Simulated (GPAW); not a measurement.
# Screening of a field by W2NCl2 MXene monolayer, part 2 of 2

Wanted: the out-of-plane polarisability of W2NCl2 MXene monolayer.

GPAW 26.7.0; GPAW, PAW setups; layer in a repeated cell with vacuum, relaxation of atoms and in-plane cell (the session's first sound run).

So far, dipole along the normal (e·Å): step 2 (relaxation) 8.0e-4; step 3 (the slab's potential) -6.5e-4; step 4 (In a field) -0.0702; step 5 (field on) -0.0351.

**8. In a field**

Level of this step: GPAW, PAW setups; slab in vacuum (GPAW).

File run.py:

```python
import json
import numpy as np
from ase import Atoms
from gpaw import GPAW, PW
from gpaw.external import ConstantElectricField

slab = Atoms(
    ['Cl', 'W', 'N', 'W', 'Cl'],
    positions=[
        [0.00000, 1.69170, 8.00000],
        [1.46506, 0.84586, 9.87600],
        [0.00000, -0.00000, 11.31508],
        [0.00000, 1.69170, 12.75416],
        [1.46506, 0.84586, 14.63015]],
    cell=[[2.93013, 0.0, 0.0], [-1.46506, 2.53756, 0.0], [0.0, 0.0, 22.6302]],
    pbc=[True, True, False])

slab.calc = GPAW(mode=PW(500), xc='PBE', kpts={'size': (12, 12, 1), 'gamma': True},
                 occupations={'name': 'fermi-dirac', 'width': 0.05}, nbands='160%',
                 convergence={'density': 1e-05}, maxiter=200,
                 poissonsolver={'dipolelayer': 'xy'},
                 external=ConstantElectricField(0.1, [0, 0, 1]),
                 symmetry={'tolerance': 1e-3}, txt='slab.txt')
result = {}
energy = slab.get_potential_energy()
fermi = slab.calc.get_fermi_level()
v = slab.calc.get_electrostatic_potential().mean((0, 1)) - fermi
n = slab.calc.get_pseudo_density().mean((0, 1))
L = slab.cell[2, 2]
z = np.arange(len(v)) * L / len(v)
low, high = slab.positions[:, 2].min(), slab.positions[:, 2].max()
below, above = np.interp([low - 5.8, high + 5.8], z, v)
slopes = [np.interp(x, z, np.gradient(v, z)) for x in (low - 5.8, high + 5.8)]
eps = np.array([[slab.calc.get_eigenvalues(k, s) for k in range(len(slab.calc.get_ibz_k_points()))]
                for s in range(slab.calc.get_number_of_spins())]) - fermi
top, bottom = eps[eps < 0].max(), eps[eps > 0].min()
dipole = slab.get_dipole_moment()[2]
print(f'energy {energy:.4f} eV, Fermi level {fermi:.4f} eV, dipole {dipole:.5f} e A')
print(f'potential 5.8 A off the faces, from the Fermi level: lower {below:.4f} eV, upper {above:.4f} eV')
print(f'slope of the potential there: lower {slopes[0]:.5f}, upper {slopes[1]:.5f} eV/A')
print(f'nearest levels on the mesh: {top:.4f} and {bottom:.4f} eV')
print('magnetic moment', round(slab.get_magnetic_moment(), 3))
result.update(energy=energy, fermi=fermi, dipole=dipole, below=below, above=above, slopes=slopes, edges=[top, bottom],
              z=z.tolist(), v=v.tolist(), n=n.tolist(), positions=slab.positions.tolist(),
              forces=slab.get_forces(apply_constraint=False).tolist(), moments=slab.get_magnetic_moments().tolist())
json.dump(result, open('result.json', 'w'))
```

Run with:

```
$ OMP_NUM_THREADS=1 OPENBLAS_NUM_THREADS=1 python run.py
```

The log of the run:

```text
energy -34.5329 eV, Fermi level 2.6995 eV, dipole 0.03509 e A
potential 5.8 A off the faces, from the Fermi level: lower 4.3406 eV, upper 3.4866 eV
slope of the potential there: lower -0.00050, upper 0.00050 eV/A
nearest levels on the mesh: -0.0729 and 0.0065 eV
magnetic moment 0.0
```

It took 2.5 min on 1 thread of INTEL XEON PLATINUM 8581C at 2.10GHz (Emerald Rapids), shared host; peak memory 0.52 GiB.

The electrostatic potential energy of an electron (without an applied field's), less the Fermi level, planar mean oscillates, so the rows of the table below give means over windows of 2.07 Å about each position, cut where the curve ends. Its maxima inside the range that stand out by 2 % of the span (Å: eV): 8.8: -4.45, 10.8: -6.74, 11.8: -6.83, 13.9: -4.95. Its minima: 8.0: -23.8, 9.9: -28.7, 11.3: -14.5, 12.7: -28.9, 14.6: -24.4.

Table of electrostatic potential energy of an electron (without an applied field's), less the Fermi level, planar mean by z; means over each step:

| z (Å) | electrostatic potential energy of an electron (without an applied field's), less the Fermi level, planar mean (eV) |
| --- | --- |
| 1.03 | 4.30 |
| 3.10 | 4.34 |
| 5.17 | 4.31 |
| 7.24 | -5.51 |
| 9.31 | -15.6 |
| 11.38 | -10.9 |
| 13.45 | -16.0 |
| 15.52 | -4.72 |
| 17.59 | 3.47 |
| 19.66 | 3.49 |
| 21.73 | 3.51 |

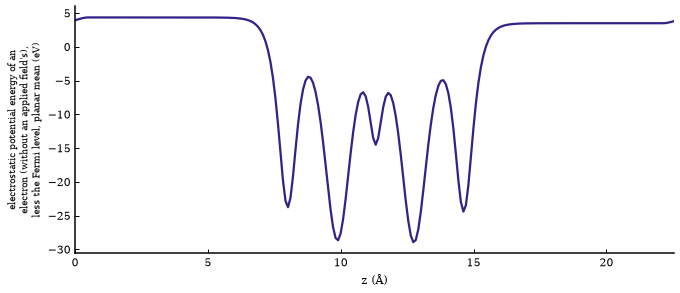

Electrostatic potential energy of an electron (without an applied field's), less the Fermi level, planar mean, plotted against z.

The dipole is now 0.0351 e Å, against -6.5e-4 in the run without a field.

**9. Field on**

run.py, as its differences from that of step 8:

```diff
@@ -21,3 +21,3 @@
                  poissonsolver={'dipolelayer': 'xy'},
-                 external=ConstantElectricField(0.1, [0, 0, 1]),
+                 external=ConstantElectricField(0.2, [0, 0, 1]),
                  symmetry={'tolerance': 1e-3}, txt='slab.txt')
```

The log of the run:

```text
energy -34.5382 eV, Fermi level 2.6982 eV, dipole 0.07021 e A
potential 5.8 A off the faces, from the Fermi level: lower 4.7702 eV, upper 3.0615 eV
slope of the potential there: lower -0.00052, upper 0.00050 eV/A
nearest levels on the mesh: -0.0728 and 0.0065 eV
magnetic moment 0.0
```

The job ended after 2.5 min (1 thread; peak memory 0.52 GiB).

The dipole is now 0.0702 e Å, against -6.5e-4 in the run without a field.

**10. In a field**

run.py, as its differences from that of step 9:

```diff
@@ -21,3 +21,3 @@
                  poissonsolver={'dipolelayer': 'xy'},
-                 external=ConstantElectricField(0.2, [0, 0, 1]),
+                 external=ConstantElectricField(0.3, [0, 0, 1]),
                  symmetry={'tolerance': 1e-3}, txt='slab.txt')
```

The log of the run:

```text
energy -34.5469 eV, Fermi level 2.6961 eV, dipole 0.10534 e A
potential 5.8 A off the faces, from the Fermi level: lower 5.2012 eV, upper 2.6376 eV
slope of the potential there: lower -0.00052, upper 0.00050 eV/A
nearest levels on the mesh: -0.0727 and 0.0063 eV
magnetic moment 0.0
```

The job ended after 2.6 min (1 thread; peak memory 0.52 GiB).

The electrostatic potential energy of an electron (without an applied field's), less the Fermi level, planar mean oscillates, so the rows of the table below give means over windows of 2 Å about each position, cut where the curve ends. Its maxima inside the range that stand out by 2 % of the span (Å: eV): 0.9: 5.20, 8.8: -3.96, 10.8: -6.64, 11.8: -6.93, 13.9: -5.45. Its minima: 8.0: -23.1, 9.9: -28.4, 11.3: -14.5, 12.7: -29.2, 14.6: -25.1.

The electrostatic potential energy of an electron (without an applied field's), less the Fermi level, planar mean by z; means over each step:

```
z (Å)  electrostatic potential energy of an electron (without an applied field's), less the Fermi level, planar mean (eV)
    0                                                                                                                4.96
    2                                                                                                                5.20
    4                                                                                                                5.20
    6                                                                                                                4.87
    8                                                                                                               -9.16
   10                                                                                                               -16.3
   12                                                                                                               -16.1
   14                                                                                                               -14.5
   16                                                                                                               0.254
   18                                                                                                                2.63
   20                                                                                                                2.64
   22                                                                                                                2.73
```

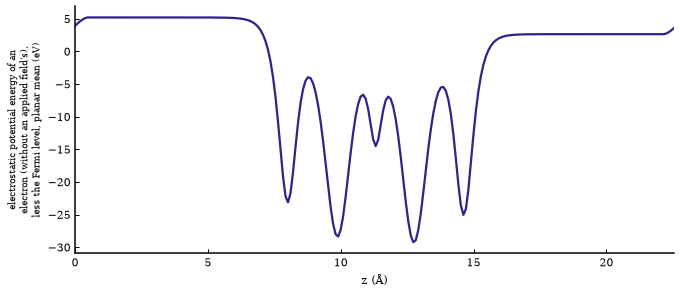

Electrostatic potential energy of an electron (without an applied field's), less the Fermi level, planar mean against z.

The dipole is now 0.105 e Å, against -6.5e-4 in the run without a field.

**11. The series**

The members are put on one axis.

This step: induced dipole against applied field (GPAW 26.7.0).

Table of dipole along the normal by field:

| field (V/Å) | dipole along the normal (e·Å) |
| --- | --- |
| -0.200 | -0.0702 |
| -0.100 | -0.0351 |
| -0.050 | -0.0176 |
| 0.000 | -6.5e-4 |
| 0.050 | 0.0176 |
| 0.100 | 0.0351 |
| 0.200 | 0.0702 |
| 0.300 | 0.105 |

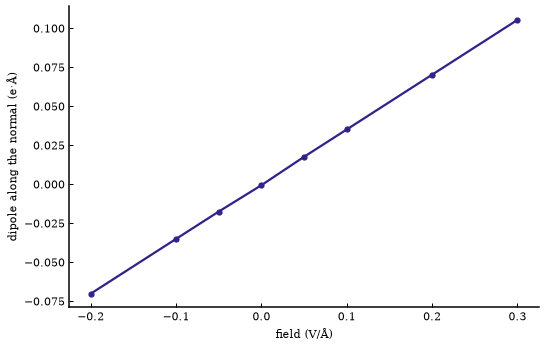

Dipole along the normal against field.

**12. Summary of results**

| Quantity | Value |
| --- | --- |
| work function, upper and lower face | 3.922 and 3.904 eV |
| dipole along the normal | -6.5e-4 e Å |
| induced dipole per field | 0.351 e Å per V/Å |
| out-of-plane polarisability per area, α/(ε0 A) | 8.54 Å |

**Reading.** The field induces 0.351 e Å per V/Å, a polarisable thickness α/(ε0 A) of 8.54 Å beside 6.63 Å between the outermost nuclei. A perfect conductor would give the distance between its two image planes; a dielectric of thickness t gives t(1 - 1/ε). The induced dipole is linear in the field over this range. The starting lattice was a guess from atomic radii; the relaxation moved it by -4 %. The small printed dipole stands for a step of 16 meV from the lower to the upper face, and the probes find 19 meV; values this small are near the numerical noise of both. The cell holds an odd number of electrons, so without spin polarisation it must come out metallic and without a moment, whatever its true state. The layer's cell and atoms come from the relaxation; spin-orbit coupling and temperature are left out.

[Logs are printed without paths, hosts, clocks, repeated set-up lines and the standing remarks that a program may print on its own settings, such as how far it seeks lower states.]

[Hosts, paths, dates, database ids (printed as entryN), source tags and the programs' standing remarks are cut or masked in the printed files.]
